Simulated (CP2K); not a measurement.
**TPSS-D4/TZVP-MOLOPT-SCAN-GTH (core potential, ngrids 5, resp radii UFF) run of SnNH2F (SMILES [NH2][Sn][F])**

What is the energy difference between two shapes of SnNH2F at TPSS-D4/TZVP-MOLOPT-SCAN-GTH (core potential, ngrids 5, resp radii UFF)? 

The calculation is run with CP2K 2026.2.

1 further run of the same task is left out (set aside as unsound or not needed).

## Step 1: The molecule

SnNH2F has 5 atoms, charge 0, and is taken as a singlet. SMILES: `[NH2][Sn][F]`. The shape is that of a PBE0-D4/def2-TZVP optimisation. This is one conformer, not always the lowest.

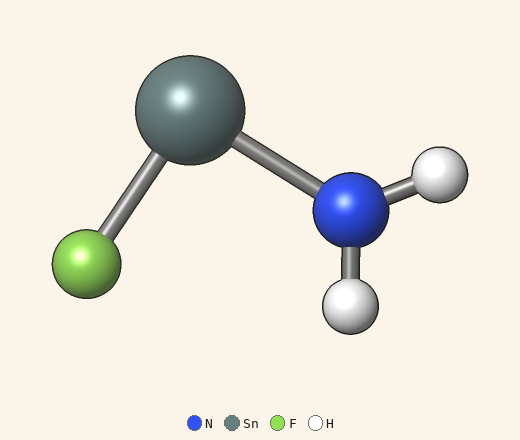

Viewed from a chosen angle; nitrogen blue, tin teal, fluorine green, hydrogen white.

## Step 2: Energy and one-electron properties at TPSS-D4/TZVP-MOLOPT-SCAN-GTH (core potential, ngrids 5, resp radii UFF)

Contents of molecule.xyz:

```xyz
5

N     -0.302900     0.495500    -0.393300
Sn     0.338900    -0.053700     1.423200
F      0.966900    -1.775900     0.754300
H     -0.746800     1.369300    -0.629100
H     -0.206200    -0.108900    -1.196600
```

Contents of calc.inp:

```
&FORCE_EVAL
   METHOD QS
   &DFT
      BASIS_SET_FILE_NAME BASIS_MOLOPT_UZH
      POTENTIAL_FILE_NAME POTENTIAL_UZH
      &QS
         METHOD GPW
         EPS_DEFAULT 1.0E-10
      &END
      ! plane-wave cutoff in Ry
      &MGRID
         CUTOFF 500
         REL_CUTOFF 50
         NGRIDS 5
      &END
      ! no periodic images
      &POISSON
         PERIODIC NONE
         POISSON_SOLVER MULTIPOLE
      &END
      &SCF
         SCF_GUESS ATOMIC
         EPS_SCF 1.0E-07
         MAX_SCF 30
         &OT
            MINIMIZER DIIS
            PRECONDITIONER FULL_ALL
         &END
         &OUTER_SCF
            EPS_SCF 1.0E-07
            MAX_SCF 5
         &END
      &END
      ! exchange and correlation
      &XC
         &XC_FUNCTIONAL TPSS
         &END
         &VDW_POTENTIAL
            POTENTIAL_TYPE PAIR_POTENTIAL
            &PAIR_POTENTIAL
               TYPE DFTD4
               REFERENCE_FUNCTIONAL TPSS
            &END
         &END
      &END
      &LOCALIZE
         METHOD JACOBI
         OPERATOR BERRY
         EPS_LOCALIZATION 1.0E-5
         &PRINT
            &WANNIER_CENTERS
               IONS+CENTERS T
               FILENAME =centres.xyz
            &END
            &WANNIER_SPREADS
               FILENAME =spreads.txt
            &END
         &END
      &END
      ! extra output
      &PRINT
         &MOMENTS
            PERIODIC F
            REFERENCE COM
            MAX_MOMENT 2
         &END
         &MO_CUBES
            NLUMO 1
            NHOMO -1
            WRITE_CUBE F
         &END
         &HIRSHFELD OFF
         &END
         &EEQ_CHARGES ON
         &END
         &OVERLAP_CONDITION ON
         &END
      &END
   &END
   ! atoms, cell and kinds
   &SUBSYS
      ! vacuum box
      &CELL
         ABC 8.7 10.1 9.6
         PERIODIC NONE
      &END
      &TOPOLOGY
         COORD_FILE_NAME molecule.xyz
         COORD_FILE_FORMAT XYZ
         &CENTER_COORDINATES
         &END
      &END
      &KIND N
         BASIS_SET TZVP-MOLOPT-SCAN-GTH-q5
         POTENTIAL GTH-SCAN-q5
      &END
      &KIND Sn
         BASIS_SET TZVP-MOLOPT-SCAN-GTH-q4
         POTENTIAL GTH-SCAN-q4
      &END
      &KIND F
         BASIS_SET TZVP-MOLOPT-SCAN-GTH-q7
         POTENTIAL GTH-SCAN-q7
      &END
      &KIND H
         BASIS_SET TZVP-MOLOPT-SCAN-GTH-q1
         POTENTIAL GTH-SCAN-q1
      &END
   &END
   &PROPERTIES
      &RESP
         STRIDE 2
         &SPHERE_SAMPLING
            AUTO_VDW_RADII_TABLE UFF
            AUTO_RMIN_SCALE 1.0
            AUTO_RMAX_SCALE 2.0
         &END
      &END
   &END
   ! extra output
   &PRINT
      &FORCES ON
      &END
   &END
&END
&GLOBAL
   PROJECT_NAME calc
   RUN_TYPE ENERGY_FORCE
   PRINT_LEVEL MEDIUM
&END
```

The run is started by

```
$ OMP_NUM_THREADS=1 cp2k.psmp -i calc.inp -o calc.out
```

Standard output:

```text
CP2K| version string:                                       CP2K version 2026.2
[...]
 GLOBAL| Method name                                                        CP2K
[...]
 GLOBAL| Run type                                                   ENERGY_FORCE
[...]
 DFT| Spin restricted Kohn-Sham (RKS) calculation                            RKS
 DFT| Multiplicity                                                             1
[...]
 DFT| Charge                                                                   0
[...]
 FUNCTIONAL| TPSS:
[...]
 QS| Method:                                                                 GPW
[...]
 QS| Density cutoff [a.u.]:                                                250.0
[...]
 QS| Relative density cutoff [a.u.]:                                        25.0
[...]
                             - Atoms:                                          5
[...]
                             - Spherical basis functions:                     63
[...]
 Number of electrons:                                                         18
[...]
     1 OT DIIS     0.15E+00    1.5     0.15855466       -37.6628995139 -3.77E+01
[...]
    27 OT DIIS     0.15E+00    1.8     0.00000005       -38.9072309956 -4.76E-13
  *** SCF run converged in    27 steps ***
[...]
  Overlap energy of the core charge distribution:               0.00000035447815
  Self energy of the core charge distribution:                -99.83669021353167
  Core Hamiltonian energy:                                     28.01586661258661
  Hartree energy:                                              41.86514521987793
  Exchange-correlation energy:                                 -8.94748209345184
  Dispersion energy:                                           -0.00407087558729
  Total energy:                                               -38.90723099562811
[...]
                     Mulliken Population Analysis
 #  Atom  Element  Kind  Atomic population                           Net charge
       1     N        1          5.535118                             -0.535118
       2     Sn       2          3.161421                              0.838579
       3     F        3          7.574596                             -0.574596
       4     H        4          0.876170                              0.123830
       5     H        4          0.852695                              0.147305
 # Total charge                             18.000000                  0.000000
[...]
  Dipole moment [Debye]
    X= -0.1187510E+01 Y=  0.2735318E+01 Z=  0.1798084E+00  Total=      2.9873859
  Quadrupole moment [Debye*Angstrom]
[...]
 HOMO - LUMO gap [eV] :    3.813123
[...]
 ENERGY| Total FORCE_EVAL ( QS ) energy [hartree]            -38.907230995628844
 FORCES| Atomic forces [hartree/bohr]
 FORCES|   Atom     x               y               z               |f|
 FORCES|      1  5.96564451E-03 -4.49635879E-03  2.08276008E-02   2.21267963E-02
 FORCES|      2 -2.32688580E-04 -1.02631035E-02 -2.22735851E-02   2.45254568E-02
 FORCES|      3 -1.11360831E-02  1.39370096E-02  6.74371602E-03   1.90717144E-02
 FORCES|      4 -2.38463767E-03  5.13751274E-03 -1.23259790E-03   5.79653617E-03
 FORCES|      5  3.78795054E-04 -3.13209222E-03 -4.15394844E-03   5.21620312E-03
 FORCES| Sum    -7.40896978E-03  1.18296783E-03 -8.88145499E-05
 FORCES| Total atomic force                                       7.50334153E-03
[...]
```

It also wrote centres.xyz:

```text
14
 Particles+Wannier centers. Iteration:1_0
  N         3.9370500000        5.7488000000        4.2934000000
 Sn         4.5788500000        5.1996000000        6.1099000000
  F         5.2068500000        3.4774000000        5.4410000000
  H         3.4931500000        6.6226000000        4.0576000000
  H         4.0337500000        5.1444000000        3.4901000000
  X        -3.5521552250        3.2881558722       -3.9768313437
  X         3.6744627225       -3.8236150204        4.1564590566
  X         3.7560475400       -4.5714461535        4.7026351290
  X         3.9911400749       -4.7068965665        3.8138915405
  X        -3.6535668708        3.8004685951       -4.0116859761
  X        -3.2371238503        3.5701750937       -4.1481219018
  X        -3.6003716304        3.4673127371       -4.4125372986
  X        -4.1055003635       -4.6863723394       -2.9661439376
  X        -4.3490222171       -4.3119437821        4.5620249589
```

It also wrote spreads.txt:

```text
9
1_0
     1      1.61464139      1.56194680
     2      2.06197771      1.97619136
     3      3.48291544      3.23534119
     4      2.09074505      2.00206502
     5      1.92910940      1.85335854
     6      1.77079130      1.69979581
     7      1.59425268      1.54182013
     8      6.38744325      5.59273691
     9      3.51676657      3.25783464
 Total    24.4486427917   22.7210903878
```

Wall time 52 s (1 thread of Arm Neoverse V2, shared host); peak memory 0.95 GiB.

Atomic charges (e):

| atom | Mulliken | ESP |
| --- | --- | --- |
| N1 | -0.535 | -0.288 |
| Sn2 | +0.839 | +0.314 |
| F3 | -0.575 | -0.270 |
| H4 | +0.124 | +0.138 |
| H5 | +0.147 | +0.105 |

## Step 3: The distorted shape, same level

Contents of molecule.xyz:

```xyz
5

N     -0.314477     0.409546    -0.386339
Sn     0.358681    -0.039845     1.445899
F      0.891565    -1.807108     0.814356
H     -0.691529     1.382586    -0.720073
H     -0.198304    -0.111900    -1.221270
```

Contents of molecule.inp:

```
&GLOBAL
    PROJECT_NAME molecule
    RUN_TYPE ENERGY_FORCE
    PRINT_LEVEL MEDIUM
&END GLOBAL
&FORCE_EVAL
    METHOD Quickstep
    &DFT
        BASIS_SET_FILE_NAME BASIS_MOLOPT_UZH
        POTENTIAL_FILE_NAME POTENTIAL_UZH
        # Quickstep
        &QS
            METHOD GPW
            EPS_DEFAULT 1.0E-10
        &END QS
        # real-space grids
        &MGRID
            CUTOFF 500
            REL_CUTOFF 50
            NGRIDS 5
        &END MGRID
        &POISSON
            PERIODIC NONE
            POISSON_SOLVER MULTIPOLE
        &END POISSON
        # self-consistent field
        &SCF
            SCF_GUESS ATOMIC
            EPS_SCF 1.0E-07
            MAX_SCF 30
            &OT
                MINIMIZER DIIS
                PRECONDITIONER FULL_ALL
            &END OT
            &OUTER_SCF
                EPS_SCF 1.0E-07
                MAX_SCF 5
            &END OUTER_SCF
        &END SCF
        # exchange and correlation
        &XC
            &XC_FUNCTIONAL TPSS
            &END XC_FUNCTIONAL
            &VDW_POTENTIAL
                POTENTIAL_TYPE PAIR_POTENTIAL
                &PAIR_POTENTIAL
                    TYPE DFTD4
                    REFERENCE_FUNCTIONAL TPSS
                &END PAIR_POTENTIAL
            &END VDW_POTENTIAL
        &END XC
        &LOCALIZE
            METHOD JACOBI
            OPERATOR BERRY
            EPS_LOCALIZATION 1.0E-5
            &PRINT
                &WANNIER_CENTERS
                    IONS+CENTERS T
                    FILENAME =centres.xyz
                &END WANNIER_CENTERS
                &WANNIER_SPREADS
                    FILENAME =spreads.txt
                &END WANNIER_SPREADS
            &END PRINT
        &END LOCALIZE
        &PRINT
            &MOMENTS
                PERIODIC F
                REFERENCE COM
                MAX_MOMENT 2
            &END MOMENTS
            &MO_CUBES
                NLUMO 1
                NHOMO -1
                WRITE_CUBE F
            &END MO_CUBES
            &HIRSHFELD OFF
            &END HIRSHFELD
            &EEQ_CHARGES ON
            &END EEQ_CHARGES
            &OVERLAP_CONDITION ON
            &END OVERLAP_CONDITION
        &END PRINT
    &END DFT
    &SUBSYS
        &CELL
            ABC 8.6 10.2 9.7
            PERIODIC NONE
        &END CELL
        &TOPOLOGY
            COORD_FILE_NAME molecule.xyz
            COORD_FILE_FORMAT XYZ
            &CENTER_COORDINATES
            &END CENTER_COORDINATES
        &END TOPOLOGY
        &KIND N
            BASIS_SET TZVP-MOLOPT-SCAN-GTH-q5
            POTENTIAL GTH-SCAN-q5
        &END KIND
        &KIND Sn
            BASIS_SET TZVP-MOLOPT-SCAN-GTH-q4
            POTENTIAL GTH-SCAN-q4
        &END KIND
        &KIND F
            BASIS_SET TZVP-MOLOPT-SCAN-GTH-q7
            POTENTIAL GTH-SCAN-q7
        &END KIND
        &KIND H
            BASIS_SET TZVP-MOLOPT-SCAN-GTH-q1
            POTENTIAL GTH-SCAN-q1
        &END KIND
    &END SUBSYS
    &PROPERTIES
        &RESP
            STRIDE 2
            &SPHERE_SAMPLING
                AUTO_VDW_RADII_TABLE UFF
                AUTO_RMIN_SCALE 1.0
                AUTO_RMAX_SCALE 2.0
            &END SPHERE_SAMPLING
        &END RESP
    &END PROPERTIES
    &PRINT
        &FORCES ON
        &END FORCES
    &END PRINT
&END FORCE_EVAL
```

The run is started by

```
$ OMP_NUM_THREADS=1 cp2k.psmp -i molecule.inp > molecule.out 2>&1
```

Standard output:

```text
CP2K| version string:                                       CP2K version 2026.2
[...]
 GLOBAL| Method name                                                        CP2K
[...]
 GLOBAL| Run type                                                   ENERGY_FORCE
[...]
 DFT| Spin restricted Kohn-Sham (RKS) calculation                            RKS
 DFT| Multiplicity                                                             1
[...]
 DFT| Charge                                                                   0
[...]
 FUNCTIONAL| TPSS:
[...]
 QS| Method:                                                                 GPW
[...]
 QS| Density cutoff [a.u.]:                                                250.0
[...]
 QS| Relative density cutoff [a.u.]:                                        25.0
[...]
                             - Atoms:                                          5
[...]
                             - Spherical basis functions:                     63
[...]
 Number of electrons:                                                         18
[...]
     1 OT DIIS     0.15E+00    1.6     0.15202358       -37.6851949612 -3.77E+01
[...]
    28 OT DIIS     0.15E+00    1.9     0.00000009       -38.9008802629 -3.62E-12
  *** SCF run converged in    28 steps ***
[...]
  Overlap energy of the core charge distribution:               0.00000033262580
  Self energy of the core charge distribution:                -99.83669021353167
  Core Hamiltonian energy:                                     27.93618141816271
  Hartree energy:                                              41.92588988862343
  Exchange-correlation energy:                                 -8.92218991627045
  Dispersion energy:                                           -0.00407177254673
  Total energy:                                               -38.90088026293689
[...]
                     Mulliken Population Analysis
 #  Atom  Element  Kind  Atomic population                           Net charge
       1     N        1          5.538632                             -0.538632
       2     Sn       2          3.154235                              0.845765
       3     F        3          7.573209                             -0.573209
       4     H        4          0.873592                              0.126408
       5     H        4          0.860331                              0.139669
 # Total charge                             18.000000                  0.000000
[...]
  Dipole moment [Debye]
    X= -0.7917121E+00 Y=  0.2961602E+01 Z=  0.1289367E+00  Total=      3.0683089
  Quadrupole moment [Debye*Angstrom]
[...]
 HOMO - LUMO gap [eV] :    3.723195
[...]
 ENERGY| Total FORCE_EVAL ( QS ) energy [hartree]            -38.900880262931999
 FORCES| Atomic forces [hartree/bohr]
 FORCES|   Atom     x               y               z               |f|
 FORCES|      1 -1.85674863E-02  6.34443595E-02  1.02199901E-02   6.68908551E-02
 FORCES|      2 -2.01512887E-03 -1.35711039E-02 -2.55956707E-02   2.90409016E-02
 FORCES|      3 -2.34118786E-03  1.29502498E-02  6.23311532E-03   1.45616571E-02
 FORCES|      4  1.70178808E-02 -4.14078368E-02  2.25993277E-02   5.01492455E-02
 FORCES|      5  5.53826818E-03 -2.11717025E-02 -1.50864763E-02   2.65803530E-02
 FORCES| Sum    -3.67654132E-04  2.43966072E-04 -1.62971391E-03
 FORCES| Total atomic force                                       1.68838871E-03
[...]
```

It also wrote centres.xyz:

```text
14
 Particles+Wannier centers. Iteration:1_0
  N         3.8855050000        5.7218070000        4.3513465000
 Sn         4.5586630000        5.2724160000        6.1835845000
  F         5.0915470000        3.5051530000        5.5520415000
  H         3.5084530000        6.6948470000        4.0176125000
  H         4.0016780000        5.2003610000        3.5164155000
  X        -3.5610538634        3.3201410427       -3.9592742478
  X         3.9540710687       -4.7995072957        3.8590819931
  X        -4.2952425845       -4.4432970849        4.6411203558
  X         3.6656720749       -3.9001702246        4.1742864866
  X        -3.6525204429        3.8353551938       -4.0000460225
  X        -3.2501539785        3.5941950799       -4.1514336351
  X        -3.6269699561        3.4936653811       -4.3955323653
  X        -4.0124983374       -4.6901210613       -3.0073172679
  X         3.6750465753       -4.6704224441        4.7382513705
```

It also wrote spreads.txt:

```text
9
1_0
     1      1.60961344      1.55779145
     2      2.06065570      1.97475623
     3      3.47487293      3.22145631
     4      2.27431059      2.17071894
     5      1.93384335      1.85809189
     6      1.78078961      1.70885485
     7      1.59840263      1.54635986
     8      6.37100894      5.58018221
     9      3.49131505      3.24257470
 Total    24.5948122189   22.8607864497
```

It took 57 s on 1 thread of Arm Neoverse V2, shared host; peak memory 1 GiB.

Atomic charges (e):

| atom | Mulliken | ESP |
| --- | --- | --- |
| N1 | -0.539 | -0.332 |
| Sn2 | +0.846 | +0.339 |
| F3 | -0.573 | -0.278 |
| H4 | +0.126 | +0.145 |
| H5 | +0.140 | +0.125 |

## Step 4: Summary of results

Level: TPSS-D4/TZVP-MOLOPT-SCAN-GTH (core potential, ngrids 5, resp radii UFF).

```
                                 quantity          value
                first shape: total energy   -38.90723 Eh
               first shape: dipole moment         2.99 D
                 first shape: HOMO energy       -6.28 eV
                 first shape: LUMO energy       -2.46 eV
               first shape: HOMO–LUMO gap        3.81 eV
           first shape: dispersion energy  -10.69 kJ/mol
            distorted shape: total energy   -38.90088 Eh
           distorted shape: dipole moment         3.07 D
             distorted shape: HOMO energy       -6.20 eV
             distorted shape: LUMO energy       -2.48 eV
           distorted shape: HOMO–LUMO gap        3.72 eV
       distorted shape: dispersion energy  -10.69 kJ/mol
distorted shape: largest force on an atom     3.440 eV/Å
   energy change with the atoms displaced       0.173 eV
```

What this shows: With the atoms displaced the energy rises by 0.17 eV (16.7 kJ/mol). The first shape isn't relaxed at this level, so the change isn't measured from a minimum.
